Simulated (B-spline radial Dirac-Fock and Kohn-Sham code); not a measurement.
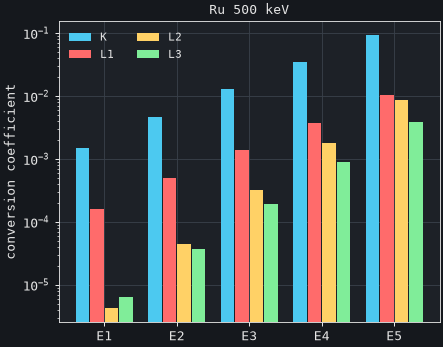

Internal conversion coefficients by shell for electric multipoles at a transition energy of 500 keV (K and L shells). System: ruthenium (Z = 44). Computed with a B-spline radial code: a Dirac–Hartree–Slater potential of the neutral atom, no hole, surface-current nucleus.

Question: What are the L1 : L2 : L3 ratios for E1?

Answer: 24.5 : 0.657 : 1.
